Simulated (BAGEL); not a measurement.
**SiN2H4F− (SMILES N[Si-](N)F): B3LYP/cc-pVDZ (density fitting with qzvpp-jkfit)**

What is the energy change on altering one bond length of SiN2H4F− at B3LYP/cc-pVDZ (density fitting with qzvpp-jkfit)? 

The results are computed with BAGEL 1.2.2.

1 further run of the same task is left out (set aside as unsound or not needed). Runs told in other sessions of the task aren't counted.

**1. The system as given**

SiN2H4F− has 8 atoms, charge -1, and is taken as a singlet. As SMILES, `N[Si-](N)F`. The coordinates come from a GFN2-xTB relaxation. This is one conformer, not always the lowest.

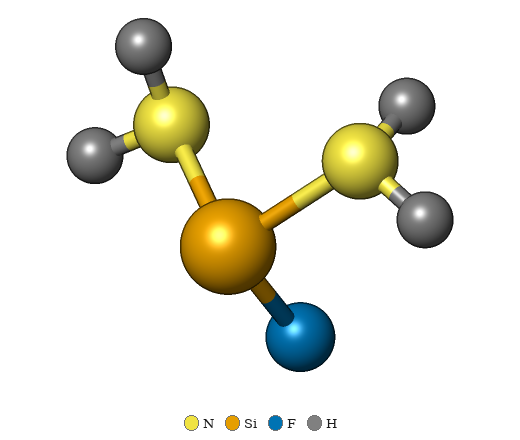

The structure, seen from a chosen angle (nitrogen yellow, silicon amber, fluorine blue, hydrogen grey).

**2. The energy at B3LYP/cc-pVDZ (density fitting with qzvpp-jkfit)**

Input file input.json:

```json
{ "bagel": [

{
  "title": "molecule",
  "basis": "cc-pvdz.json",
  "df_basis": "qzvpp-jkfit",
  "angstrom": "true",
  "geometry": [
    { "atom": "N", "xyz": [   -0.281310,    1.373800,   -0.294860 ] },
    { "atom": "Si", "xyz": [    0.237770,   -0.229340,   -0.873310 ] },
    { "atom": "N", "xyz": [    0.642260,   -0.946060,    0.743850 ] },
    { "atom": "F", "xyz": [   -1.295860,   -1.066960,   -1.011040 ] },
    { "atom": "H", "xyz": [   -0.855770,    1.855070,   -0.977850 ] },
    { "atom": "H", "xyz": [   -0.796580,    1.361580,    0.585090 ] },
    { "atom": "H", "xyz": [    1.404730,   -0.438480,    1.179350 ] },
    { "atom": "H", "xyz": [    0.944750,   -1.909620,    0.648780 ] }
  ]
},
{
  "title": "ks",
  "xc_func": "b3lyp",
  "charge": -1
},
{
  "title": "print",
  "file": "orbitals.molden",
  "orbitals": "true"
}

]}
```

The basis set cc-pVDZ is read from a file made from the Basis Set Exchange's data (not shown).

The run is started by

```bash
$ BAGEL_NUM_THREADS=1 BAGEL input.json > input.out
```

Log:

```text
* using 1 threads per process

  ===============================================================
  ===============================================================

  *** Geometry ***

  { "atom" : "N", "xyz" : [     -0.531599,      2.596106,     -0.557205 ] },
  { "atom" : "Si", "xyz" : [      0.449320,     -0.433390,     -1.650317 ] },
  { "atom" : "N", "xyz" : [      1.213696,     -1.787794,      1.405673 ] },
  { "atom" : "F", "xyz" : [     -2.448820,     -2.016262,     -1.910589 ] },
  { "atom" : "H", "xyz" : [     -1.617171,      3.505574,     -1.847869 ] },
  { "atom" : "H", "xyz" : [     -1.505318,      2.573013,      1.105660 ] },
  { "atom" : "H", "xyz" : [      2.654555,     -0.828607,      2.228649 ] },
  { "atom" : "H", "xyz" : [      1.785319,     -3.608659,      1.226017 ] },

  Number of auxiliary basis functions:      431

  Since a DF basis is specified, we compute 2- and 3-index integrals:
    o Being stored without compression. Storage requirement is 0.022 GB

  Number of basis functions:       80
  Number of electrons      :       41

    * METHOD: MOLECULE                             0.19

  *** Kohn-Sham DFT ***

    * Removing 14429 points whose weight is below 1.00e-10
    * Grid points: 104819

  === Nuclear Repulsion ===
   169.4277109290

       - DIIS with orbital gradients will be used.

  === KS iteration (b3lyp / cc-pvdz.json) ===
      0       -476.58557260          0.11630785           0.33
      1       -462.78894332          0.14562614           0.31
      2       -410.24336211          0.39486178           0.31
      3       -475.03448930          0.12963948           0.31
      4       -493.75313833          0.10454131           0.31
      5       -500.68333170          0.03227680           0.31
      6       -500.93374862          0.02700900           0.31
      7       -501.18411444          0.01575302           0.31
      8       -501.34097545          0.00416789           0.30
      9       -501.35014102          0.00136209           0.30
     10       -501.35134397          0.00052702           0.31
     11       -501.35148190          0.00010796           0.31
     12       -501.35148883          0.00002855           0.31
     13       -501.35148903          0.00001866           0.31
     14       -501.35148918          0.00000888           0.31
     15       -501.35148922          0.00000258           0.31
     16       -501.35148922          0.00000038           0.31
     17       -501.35148922          0.00000021           0.31
     18       -501.35148922          0.00000003           0.31
     19       -501.35148922          0.00000001           0.31
     20       -501.35148922          0.00000001           0.31
    * SCF iteration converged.

    * Permanent dipole moment:
           (    0.094912,    -0.180092,    -0.795290) a.u.

    * METHOD: KS                                   7.08

    * METHOD: PRINT                                0.02

  ===============================================================
```

Run time: 7.5 s. Hardware: 1 thread of Arm Neoverse V1, shared host; peak memory 0.4 GiB.

**3. The distorted shape at the same level**

Input file calc.json:

```json
{ "bagel": [

{
  "title": "molecule",
  "basis": "cc-pvdz.json",
  "df_basis": "qzvpp-jkfit",
  "angstrom": true,
  "geometry": [
    { "atom": "N", "xyz": [      -0.604891,       1.947157,      -1.588546 ] },
    { "atom": "Si", "xyz": [      -0.085811,       0.344017,      -2.166996 ] },
    { "atom": "N", "xyz": [       0.642260,      -0.946060,       0.743850 ] },
    { "atom": "F", "xyz": [      -1.619441,      -0.493603,      -2.304726 ] },
    { "atom": "H", "xyz": [      -1.179351,       2.428427,      -2.271536 ] },
    { "atom": "H", "xyz": [      -1.120161,       1.934937,      -0.708596 ] },
    { "atom": "H", "xyz": [       1.404730,      -0.438480,       1.179350 ] },
    { "atom": "H", "xyz": [       0.944750,      -1.909620,       0.648780 ] }
  ]
},

{
  "title": "ks",
  "xc_func": "b3lyp",
  "charge": -1
},

{
  "title": "print",
  "file": "orbitals.molden",
  "orbitals": true
}

]}
```

The basis set cc-pVDZ is read from a file made from the Basis Set Exchange's data (not shown).

The run is started by

```bash
$ BAGEL_NUM_THREADS=1 BAGEL calc.json > calc.out
```

Log:

```text
* using 1 threads per process

  ===============================================================
  ===============================================================

  *** Geometry ***

  { "atom" : "N", "xyz" : [     -1.143078,      3.679593,     -3.001917 ] },
  { "atom" : "Si", "xyz" : [     -0.162159,      0.650098,     -4.095029 ] },
  { "atom" : "N", "xyz" : [      1.213696,     -1.787794,      1.405673 ] },
  { "atom" : "F", "xyz" : [     -3.060300,     -0.932774,     -4.355301 ] },
  { "atom" : "H", "xyz" : [     -2.228650,      4.589062,     -4.292581 ] },
  { "atom" : "H", "xyz" : [     -2.116798,      3.656501,     -1.339052 ] },
  { "atom" : "H", "xyz" : [      2.654555,     -0.828607,      2.228649 ] },
  { "atom" : "H", "xyz" : [      1.785319,     -3.608659,      1.226017 ] },

  Number of auxiliary basis functions:      431

  Since a DF basis is specified, we compute 2- and 3-index integrals:
    o Being stored without compression. Storage requirement is 0.022 GB

  Number of basis functions:       80
  Number of electrons      :       41

    * METHOD: MOLECULE                             0.18

  *** Kohn-Sham DFT ***

    * Removing 12538 points whose weight is below 1.00e-10
    * Grid points: 106710

  === Nuclear Repulsion ===
   145.2530575891

       - DIIS with orbital gradients will be used.

  === KS iteration (b3lyp / cc-pvdz.json) ===
      0       -457.70943451          0.10387559           0.30
      1       -262.86643455          0.13092288           0.29
      2       -409.83556356          0.12627918           0.29
      3       -477.58060666          0.05771497           0.29
      4       -473.37152504          0.12442452           0.29
      5       -497.38622890          0.05242530           0.29
      6       -500.83061910          0.02731665           0.29
      7       -491.67974732          0.10045531           0.29
      8       -493.83258847          0.07103772           0.29
      9       -496.50292771          0.06541670           0.29
     10       -501.14530426          0.01143790           0.29
     11       -501.23090520          0.00604755           0.29
     12       -501.24332206          0.00427507           0.29
     13       -501.25897814          0.00117587           0.29
     14       -501.25988152          0.00033597           0.29
     15       -501.25993536          0.00014043           0.29
     16       -501.25994458          0.00006257           0.29
     17       -501.25994627          0.00004279           0.29
     18       -501.25994560          0.00005457           0.29
     19       -501.25994728          0.00001850           0.29
     20       -501.25994747          0.00000219           0.29
     21       -501.25994747          0.00000120           0.29
     22       -501.25994747          0.00000045           0.29
     23       -501.25994747          0.00000017           0.29
     24       -501.25994747          0.00000004           0.29
     25       -501.25994747          0.00000002           0.29
     26       -501.25994747          0.00000001           0.29
     27       -501.25994747          0.00000000           0.29
    * SCF iteration converged.

    * Permanent dipole moment:
           (    0.738317,    -1.216788,     1.102602) a.u.

    * METHOD: KS                                   8.70

    * METHOD: PRINT                                0.02

  ===============================================================
```

Run time: 9 s. Hardware: 1 thread of Arm Neoverse V1, shared host; peak memory 0.41 GiB.

**4. Results**

At B3LYP/cc-pVDZ (density fitting with qzvpp-jkfit):

| quantity | value |
| --- | --- |
| first shape: total energy | -501.35149 Eh |
| first shape: HOMO energy | 1.28 eV |
| first shape: LUMO energy | 6.47 eV |
| first shape: HOMO–LUMO gap (to an unbound level, set by the basis) | 5.20 eV |
| distorted shape: total energy | -501.25995 Eh |
| distorted shape: HOMO energy | 1.10 eV |
| distorted shape: LUMO energy | 3.74 eV |
| distorted shape: HOMO–LUMO gap (to an unbound level, set by the basis) | 2.65 eV |
| energy change with the Si2–N3 bond stretched from 1.815 to 3.266 Å | 2.491 eV |

What this shows: With the Si2–N3 bond stretched from 1.815 to 3.266 Å the energy rises by 2.49 eV (57 kcal/mol). The first shape isn't relaxed at this level, so the change isn't measured from a minimum. The HOMO (first shape) lies at positive energy, 1.28 eV, from the functional's self-interaction, a short basis or an electron that isn't bound; only total energies against the neutral tell. The HOMO (distorted shape) lies at positive energy, 1.10 eV, from the functional's self-interaction, a short basis or an electron that isn't bound; only total energies against the neutral tell.
